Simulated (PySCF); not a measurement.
```xyz
15

C    -1.6526    0.8359    0.5206
C    -0.5482    0.0497    1.2334
Si    0.8213   -0.4972    0.0413
F     1.9820   -1.3658    0.7838
C     0.2093   -1.6862   -1.3414
O    -0.7962   -1.5408   -1.9852
C     1.8008    0.9829   -0.6999
O     1.3145    2.0178   -1.0729
H    -1.2490    1.7366    0.0656
H    -2.1070    0.2344   -0.2619
H    -2.4274    1.1229    1.2278
H    -0.1204    0.6704    2.0250
H    -0.9861   -0.8225    1.7261
H     0.8515   -2.5753   -1.5258
H     2.9029    0.8452   -0.7585
```

Geometry: GFN2-xTB.

The calculation used PySCF, PBE0/pcSseg-1, SCF density, gas phase, non-relativistic.

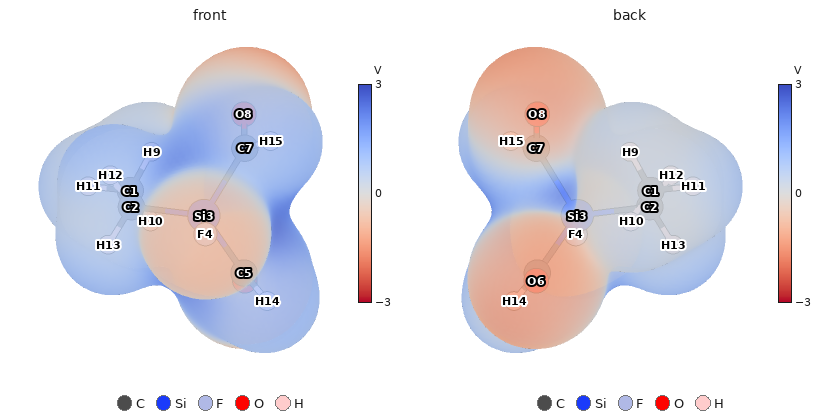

C4H7FO2Si (SMILES CC[Si](F)(C=O)C=O). The electrostatic potential painted on the density surface at 0.002 e/bohr³, seen from the front and from behind; the colour scale runs from red (negative) to blue (positive).

Describe the electrostatic potential map.

Answer. The most negative region (about −1.3 V) lies over O6 and O8, the most positive (about +2.1 V) over Si3.

How polar is the molecule by this calculation?

Answer. Its dipole moment is 2.07 D.
